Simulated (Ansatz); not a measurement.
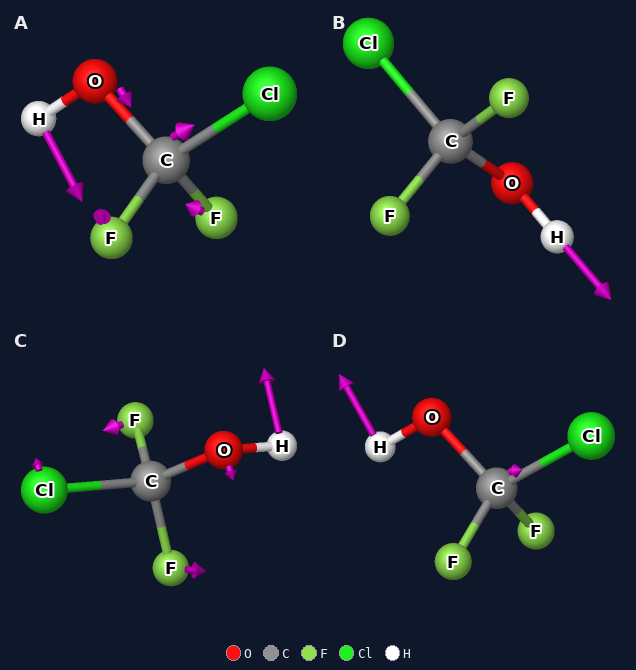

4 normal modes of one molecule or complex, as arrows. Harmonic vibrations computed with RKS PBE0-D4/def2-TZVP (Ansatz 0.2.0) at a stationary point of the same level.

### Match the panels to the wavenumbers 358 cm⁻¹, 764 cm⁻¹, 1362 cm⁻¹, 3802 cm⁻¹.

A: 764 cm⁻¹
B: 3802 cm⁻¹, O–H stretching
C: 358 cm⁻¹
D: 1362 cm⁻¹
